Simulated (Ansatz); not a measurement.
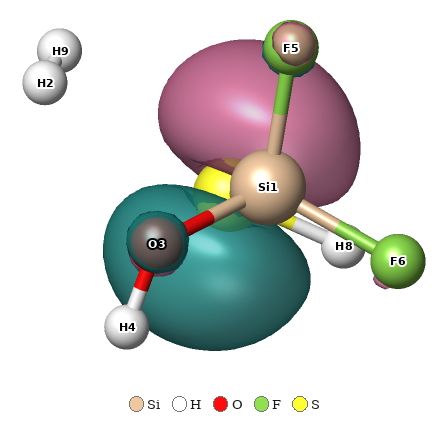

*F2H2OSSi···H2. The HOMO at ±0.15 Å⁻³ᐟ² (teal and pink are the two phases), seen at an oblique angle.*

Not at a stationary point (largest force 1.7 eV/Å).

Theory: RKS PBE0-D4/def2-SVP in Ansatz.

Input

```
crystal:
  periodic: [false, false, false]
  atoms:
    - { symbol: Si, position_ang: [0.0, 0.0, 0.0] }
    - { symbol: H, position_ang: [0.0, 0.0, 1.81] }
    - { symbol: O, position_ang: [1.5842, 0.0, -0.5594] }
    - { symbol: H, position_ang: [1.9006, -0.9521, -0.6761] }
    - { symbol: F, position_ang: [-0.7489, 1.2974, -0.5295] }
    - { symbol: F, position_ang: [-0.7489, -1.2974, -0.5295] }
    - { symbol: S, position_ang: [-2.3345, 0.0, 0.7757] }
    - { symbol: H, position_ang: [-3.0901, -0.8728, -0.0163] }
    - { symbol: H, position_ang: [-0.9511, 0.0, 1.8802] }
basis:
  gaussian: { orbitals: def2-SVP }
hamiltonian:
  xc: pbe0
  dispersion: d4
relax:
  f_tol: 0.15
  max_steps: 25
  restrain:
    - { distance: [0, 6], at: 2.16, k: 30.0 }
    - { distance: [8, 1], at: 0.66, k: 30.0 }
    - { distance: [0, 1], at: 2.66, k: 30.0 }
    - { distance: [8, 6], at: 2.6, k: 30.0 }
output:
  orbitals: {}
```

Launched as:

```sh
ansatz run input.yaml --threads 2 --pin off --max-ram 3072MiB --backend cpu --events-out ev --progress --plain --runs-dir out
```

The fields are those of the run's last geometry, not of the input's.

> Describe this orbital and give its energy.

By Hirshfeld shares it lies mainly on S7 (about 85 %); largely a lone pair of S7. Its energy is −8.07 eV.
